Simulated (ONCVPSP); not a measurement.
**Run report: Ru, pseudopotential generation**

- system: ruthenium (Ru, Z = 44), core [Ar] 3d10, reference valence 4s2 4p6 4d7 5s1, valence charge 16.
- method: ONCV potential, PBEsol, scalar-relativistic, made with ONCVPSP 4.0.1

## Input file
```
# ATOM AND REFERENCE CONFIGURATION
# atsym  z   nc   nv     iexc    psfile
  Ru 44.00    6    4  -116133      upf
#
#   n    l    f
    1    0    2.00
    2    0    2.00
    2    1    6.00
    3    0    2.00
    3    1    6.00
    3    2   10.00
    4    0    2.00
    4    1    6.00
    4    2    7.00
    5    0    1.00
#
# PSEUDOPOTENTIAL AND OPTIMIZATION
# lmax
    2
#
#   l,   rc,      ep,       ncon, nbas, qcut
    0    1.55    0.00    4    7   10.20
    1    1.45    0.00    4    9   11.50
    2    1.72    0.00    5   10   10.40
#
# LOCAL POTENTIAL
# lloc, lpopt,  rc(5),   dvloc0
    2    5    1.72    0.00
#
# VANDERBILT-KLEINMAN-BYLANDER PROJECTORs
# l, nproj, debl
    0    2    1.20
    1    1    1.00
    2    0    0.50
#
# MODEL CORE CHARGE
# icmod, fcfact, rcfact
    3    1.75    1.65
#
# LOG DERIVATIVE ANALYSIS
# epsh1, epsh2, depsh
   -4.00    5.00    0.02
#
# OUTPUT GRID
# rlmax, drl
    6.00    0.01
#
# TEST CONFIGURATIONS
# ncnf
    4
# nvcnf
#   n    l    f
    4
    4    0    2.00
    4    1    6.00
    4    2    7.00
    5    0    0.00
#
    4
    4    0    2.00
    4    1    6.00
    4    2    6.00
    5    0    0.00
#
    4
    4    0    2.00
    4    1    6.00
    4    2    5.00
    5    0    0.00
#
    4
    4    0    1.00
    4    1    6.00
    4    2    7.00
    5    0    1.00
#
```

Run as:
```bash
oncvpsp.x < Ru.dat > Ru.out
```

## The program's output (extracts)
```
ONCVPSP  (Optimized Norm-Conservinng Vanderbilt PSeudopotential)
scalar-relativistic version 4.0.1

ONCVPSP  (Optimized Norm-Conservinng Vanderbilt PSeudopotential)
scalar-relativistic version 4.0.1 03/01/2019

While it is not required under the terms of the GNU GPL, it is
suggested that you cite D. R. Hamann, Phys. Rev. B 88, 085117 (2013)
in any publication utilizing these pseudopotentials.

test_data: rc < rc(lloc) for l = 0.  Not allowed.
test_data: rc < rc(lloc) for l = 1.  Not allowed.
ERROR: test_data found   2 ERROR; stopping
```

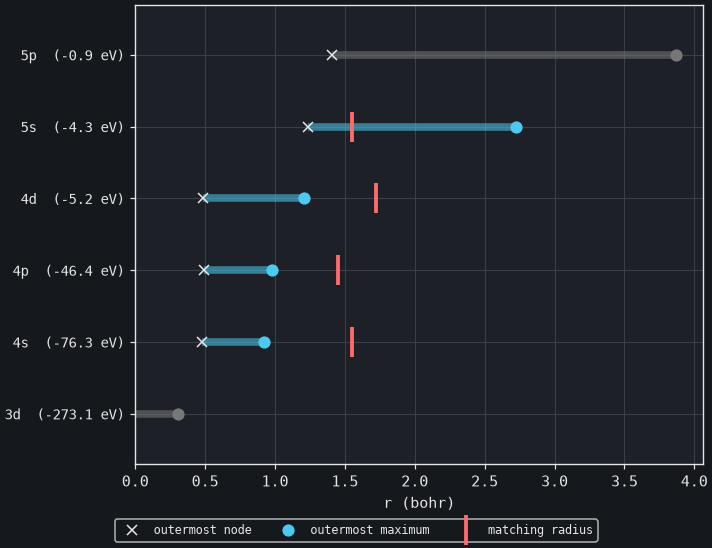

Outer shells of the all-electron reference atom: each bar runs from the outermost node (or the nucleus) to the outermost maximum of u(r); the tick is the radius chosen for the pseudo-wave. Shells without a tick have no pseudo-wave of their own. Levels, nodes and maxima are from ld1.x, scalar-relativistic.

- Radii against the shells: 4s: 1.55 bohr, outside the maximum; 4p: 1.45 bohr, outside the maximum; 4d: 1.72 bohr, outside the maximum; 5s: 1.55 bohr, between node and maximum.

## What the run reported

- outcome: refused by the program
- hardware: 1 CPU thread, shared host

## What went wrong

The generator stopped with the message “test_data: rc < rc(lloc) for l = 0. Not allowed.”. In words: the input breaks a rule of the program: no channel may have a smaller radius than the local channel.
